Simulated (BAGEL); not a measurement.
# CH6NPSi (SMILES C1NP[SiH2]1): a chain of runs

Aim: the energy (HF/cc-pVDZ), then the energy (NEVPT2(2,2)/cc-pVDZ), then a single-point energy (CASPT2(2,2)/cc-pVDZ) of CH6NPSi. 

The results are computed with BAGEL 1.2.2.

1 further run of the same task is left out (set aside as unsound or not needed).

**1. Starting point**

The species is CH6NPSi (10 atoms), meant as a singlet with charge 0. As SMILES, `C1NP[SiH2]1`. The C1–H6 distance was set to 3.081 Å, away from the relaxed value. At this shape a bond of the SMILES string is far longer than usual.

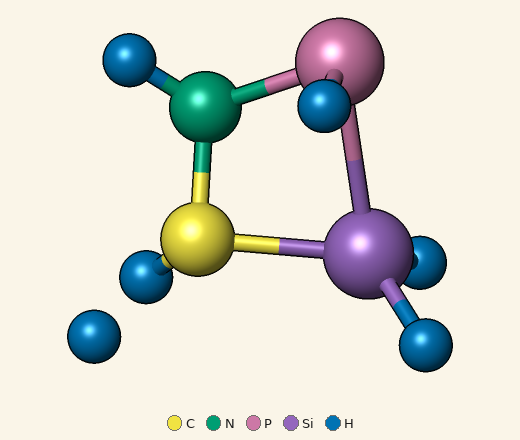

Viewed from a chosen angle; carbon yellow, nitrogen teal, phosphorus pink, silicon purple, hydrogen blue.

**2. A single-point energy at HF/cc-pVDZ (density fitting with svp-jkfit) (run 1)**

hf.json reads:

```json
{ "bagel": [

{
  "title": "molecule",
  "basis": "cc-pvdz.json",
  "df_basis": "svp-jkfit",
  "geometry": [
    { "atom": "C", "xyz": [  2.54108259,  2.24508912, -1.49540075 ] },
    { "atom": "N", "xyz": [  4.25619803,  2.45957304,  0.66928052 ] },
    { "atom": "P", "xyz": [  5.36206575, -0.53224136,  1.44539104 ] },
    { "atom": "Si", "xyz": [  4.24410378, -0.68587610, -2.68044801 ] },
    { "atom": "H", "xyz": [  2.52785451,  3.93374839, -2.68668410 ] },
    { "atom": "H", "xyz": [ -2.93701234,  0.96829567,  0.00680301 ] },
    { "atom": "H", "xyz": [  3.76071184,  3.65633659,  2.07504779 ] },
    { "atom": "H", "xyz": [  3.04337180, -1.81271979,  2.11737765 ] },
    { "atom": "H", "xyz": [  6.34321156, -0.12387155, -4.45811337 ] },
    { "atom": "H", "xyz": [  2.71059103, -2.81786511, -3.67897929 ] }
  ]
},
{
  "title": "hf"
},
{
  "title": "print",
  "file": "orbitals.molden",
  "orbitals": true
}

]}
```

The basis set cc-pVDZ is read from a file made from the Basis Set Exchange's data (not shown).

Command:

```
$ BAGEL_NUM_THREADS=1 BAGEL hf.json > hf.out
```

Log:

```text
* using 1 threads per process

  ===============================================================
  ===============================================================

  *** Geometry ***

  { "atom" : "C", "xyz" : [      2.541083,      2.245089,     -1.495401 ] },
  { "atom" : "N", "xyz" : [      4.256198,      2.459573,      0.669281 ] },
  { "atom" : "P", "xyz" : [      5.362066,     -0.532241,      1.445391 ] },
  { "atom" : "Si", "xyz" : [      4.244104,     -0.685876,     -2.680448 ] },
  { "atom" : "H", "xyz" : [      2.527855,      3.933748,     -2.686684 ] },
  { "atom" : "H", "xyz" : [     -2.937012,      0.968296,      0.006803 ] },
  { "atom" : "H", "xyz" : [      3.760712,      3.656337,      2.075048 ] },
  { "atom" : "H", "xyz" : [      3.043372,     -1.812720,      2.117378 ] },
  { "atom" : "H", "xyz" : [      6.343212,     -0.123872,     -4.458113 ] },
  { "atom" : "H", "xyz" : [      2.710591,     -2.817865,     -3.678979 ] },

  Number of auxiliary basis functions:      516

  Since a DF basis is specified, we compute 2- and 3-index integrals:
    o Being stored without compression. Storage requirement is 0.036 GB

  Number of basis functions:       94
  Number of electrons      :       48

    * METHOD: MOLECULE                             0.31

  *** RHF ***

  === Nuclear Repulsion ===
   217.3977297372

      * DIIS with orbital gradients will be used.

  === RHF iteration (cc-pvdz.json) ===
      0       -724.97401771          0.01482058           0.09
      1       -725.04243017          0.01516442           0.09
      2       -725.20468242          0.00192099           0.08
      3       -725.21051590          0.00059411           0.08
      4       -725.21112324          0.00025782           0.09
      5       -725.21124487          0.00011214           0.08
      6       -725.21126927          0.00005706           0.08
      7       -725.21127507          0.00001971           0.08
      8       -725.21127539          0.00001122           0.08
      9       -725.21127557          0.00000355           0.09
     10       -725.21127560          0.00000128           0.09
     11       -725.21127560          0.00000052           0.09
     12       -725.21127560          0.00000021           0.09
     13       -725.21127560          0.00000011           0.09
     14       -725.21127560          0.00000003           0.09
     15       -725.21127560          0.00000001           0.08
     16       -725.21127560          0.00000000           0.08
    * SCF iteration converged.

    * Permanent dipole moment:
           (   -1.860374,    -0.255725,     0.455979) a.u.

    * METHOD: HF                                   1.67

    * METHOD: PRINT                                0.02

  ===============================================================
```

Wall time 2.1 s (1 thread of Arm Neoverse V1, shared host); peak memory 0.14 GiB.

**3. A single-point energy at NEVPT2(2,2)/cc-pVDZ (density fitting with svp-jkfit) (run 2)**

input.json reads:

```json
{ "bagel": [

{
  "title": "molecule",
  "basis": "cc-pvdz.json",
  "df_basis": "svp-jkfit",
  "angstrom": false,
  "geometry": [
    { "atom": "C", "xyz": [     2.54108259,     2.24508912,    -1.49540075 ] },
    { "atom": "N", "xyz": [     4.25619803,     2.45957304,     0.66928052 ] },
    { "atom": "P", "xyz": [     5.36206575,    -0.53224136,     1.44539104 ] },
    { "atom": "Si", "xyz": [     4.24410378,    -0.68587610,    -2.68044801 ] },
    { "atom": "H", "xyz": [     2.52785451,     3.93374839,    -2.68668410 ] },
    { "atom": "H", "xyz": [    -2.93701234,     0.96829567,     0.00680301 ] },
    { "atom": "H", "xyz": [     3.76071184,     3.65633659,     2.07504779 ] },
    { "atom": "H", "xyz": [     3.04337180,    -1.81271979,     2.11737765 ] },
    { "atom": "H", "xyz": [     6.34321156,    -0.12387155,    -4.45811337 ] },
    { "atom": "H", "xyz": [     2.71059103,    -2.81786511,    -3.67897929 ] }
  ]
},

{
  "title": "hf"
},

{
  "title": "casscf",
  "nstate": 1,
  "nact": 2,
  "nclosed": 23,
  "active": [24, 25],
  "maxiter": 200,
  "natocc": true
},

{
  "title": "nevpt2",
  "nstate": 1,
  "nact": 2,
  "nclosed": 23,
  "active": [24, 25],
  "maxiter": 200,
  "natocc": true,
  "ncore": 12
},

{
  "title": "print",
  "file": "orbitals.molden",
  "orbitals": true
}

]}
```

The basis set cc-pVDZ is read from a file made from the Basis Set Exchange's data (not shown).

Command:

```
$ BAGEL_NUM_THREADS=1 BAGEL input.json > input.out
```

Log:

```text
* using 1 threads per process

  ===============================================================
  ===============================================================

  *** Geometry ***

  { "atom" : "C", "xyz" : [      2.541083,      2.245089,     -1.495401 ] },
  { "atom" : "N", "xyz" : [      4.256198,      2.459573,      0.669281 ] },
  { "atom" : "P", "xyz" : [      5.362066,     -0.532241,      1.445391 ] },
[... 6 lines of this table left out ...]
  { "atom" : "H", "xyz" : [      2.710591,     -2.817865,     -3.678979 ] },

  Number of auxiliary basis functions:      516

  Since a DF basis is specified, we compute 2- and 3-index integrals:
    o Being stored without compression. Storage requirement is 0.036 GB

[... 18 lines left out ...]
    * SCF iteration converged.
[... 1 line left out ...]
    * Permanent dipole moment:
[... 27 lines left out ...]
    * Second-order optimization converged. *
[... 1 line left out ...]
     guess   0:   closed 1.                   open ..

  === FCI iteration ===

      0  0      -725.17929955     9.79e-02      0.00
      1  0      -725.31365092     2.48e-02      0.00
      2  0 *    -725.32068162     4.78e-16      0.00

     * ci vector, state   0, <S^2> = 0.0000
       2.     0.8049156951
       .2    -0.5933891841

    * METHOD: CASSCF                               5.53

    * freezing 12 orbitals

  === DF-NEVPT2 calculation ===

    * 3-index integral transformation done
    * assembly done

      NEVPT2 correlation energy:   -0.5005692034      0.22

          (+0)     -0.4372466447
          (+0)'    -0.0082237264
          (+1)     -0.0189916204
          (+1)'    -0.0000000000
          (+2)     -0.0001435670
          (-1)     -0.0357249838
          (-1)'     0.0000000000
          (-2)     -0.0002386612

      NEVPT2 total energy:       -725.8212508256

    * METHOD: NEVPT2                               0.38

    * METHOD: PRINT                                0.02

  ===============================================================
```

It took 8.1 s on 1 thread of Arm Neoverse V1, shared host; peak memory 0.14 GiB.

**4. The energy at CASPT2(2,2)/cc-pVDZ (density fitting with svp-jkfit) (run 3)**

input.json reads:

```json
{ "bagel": [

{
  "title": "molecule",
  "basis": "cc-pvdz.json",
  "df_basis": "svp-jkfit",
  "angstrom": "false",
  "geometry": [
    { "atom": "C", "xyz": [  2.54108259,  2.24508912, -1.49540075 ] },
    { "atom": "N", "xyz": [  4.25619803,  2.45957304,  0.66928052 ] },
    { "atom": "P", "xyz": [  5.36206575, -0.53224136,  1.44539104 ] },
    { "atom": "Si", "xyz": [  4.24410378, -0.68587610, -2.68044801 ] },
    { "atom": "H", "xyz": [  2.52785451,  3.93374839, -2.68668410 ] },
    { "atom": "H", "xyz": [ -2.93701234,  0.96829567,  0.00680301 ] },
    { "atom": "H", "xyz": [  3.76071184,  3.65633659,  2.07504779 ] },
    { "atom": "H", "xyz": [  3.04337180, -1.81271979,  2.11737765 ] },
    { "atom": "H", "xyz": [  6.34321156, -0.12387155, -4.45811337 ] },
    { "atom": "H", "xyz": [  2.71059103, -2.81786511, -3.67897929 ] }
  ]
},
{
  "title": "hf"
},
{
  "title": "casscf",
  "nstate": 1,
  "nact": 2,
  "nclosed": 23,
  "active": [24, 25],
  "maxiter": 200,
  "natocc": "true"
},
{
  "title": "print",
  "file": "orbitals.molden",
  "orbitals": "true"
},
{
  "title": "smith",
  "method": "caspt2",
  "ms": "true",
  "xms": "true",
  "sssr": "true",
  "shift": 0.2,
  "shift_imag": "true",
  "ncore": 12
}

]}
```

The basis set cc-pVDZ is read from a file made from the Basis Set Exchange's data (not shown).

Command:

```
$ BAGEL_NUM_THREADS=1 BAGEL input.json > input.out
```

Log:

```text
* using 1 threads per process

  ===============================================================
  ===============================================================

  *** Geometry ***

  { "atom" : "C", "xyz" : [      2.541083,      2.245089,     -1.495401 ] },
  { "atom" : "N", "xyz" : [      4.256198,      2.459573,      0.669281 ] },
  { "atom" : "P", "xyz" : [      5.362066,     -0.532241,      1.445391 ] },
[... 6 lines of this table left out ...]
  { "atom" : "H", "xyz" : [      2.710591,     -2.817865,     -3.678979 ] },

  Number of auxiliary basis functions:      516

  Since a DF basis is specified, we compute 2- and 3-index integrals:
    o Being stored without compression. Storage requirement is 0.036 GB

[... 18 lines left out ...]
    * SCF iteration converged.
[... 1 line left out ...]
    * Permanent dipole moment:
[... 27 lines left out ...]
    * Second-order optimization converged. *
[... 9 lines left out ...]
     * ci vector, state   0, <S^2> = 0.0000
[... 16 lines left out ...]
    * Zeroth order energy : state  0       -0.3256494219
[... 4 lines left out ...]
       #      aibj      arbs      arbi      airj      risj      airs      arst      rist         Etot      error   time
[... 2 lines left out ...]
       0  -0.43436  -0.00031  -0.03915  -0.02141  -0.00026  -0.00838   0.00000  -0.00000   -0.5038665  0.0004954   0.12
       1  -0.43438  -0.00031  -0.03918  -0.02144  -0.00027  -0.00848  -0.00000  -0.00000   -0.5040570  0.0000681   0.10
       2  -0.43438  -0.00031  -0.03918  -0.02144  -0.00027  -0.00848  -0.00000  -0.00000   -0.5040608  0.0000087   0.10
       3  -0.43438  -0.00031  -0.03918  -0.02144  -0.00027  -0.00848  -0.00000  -0.00000   -0.5040609  0.0000013   0.10
       4  -0.43438  -0.00031  -0.03918  -0.02144  -0.00027  -0.00848   0.00000  -0.00000   -0.5040609  0.0000002   0.10

      ------------------------------------------------------------------------------------------------------------------

    * CASPT2 energy : state  0     -725.8287230250
        w/o shift correction       -725.8247425180
        reference weight              0.8303322344

    * METHOD: SMITH                                0.80

  ===============================================================
```

It took 8.4 s on 1 thread of Arm Neoverse V1, shared host; peak memory 0.21 GiB.

**5. Summary of results**

```
                                quantity          value
         run 1, HF/cc-pVDZ: total energy  -725.21128 Eh
        run 1, HF/cc-pVDZ: dipole moment         4.91 D
          run 1, HF/cc-pVDZ: HOMO energy       -6.82 eV
          run 1, HF/cc-pVDZ: LUMO energy       -0.53 eV
        run 1, HF/cc-pVDZ: HOMO–LUMO gap        6.30 eV
run 2, NEVPT2(2,2)/cc-pVDZ: total energy  -725.82125 Eh
run 3, CASPT2(2,2)/cc-pVDZ: total energy  -725.82872 Eh
```

What this shows: One bond (run 1, HF/cc-pVDZ) is far stretched, which a spin-restricted single reference describes badly; a broken-symmetry solution may lie lower.
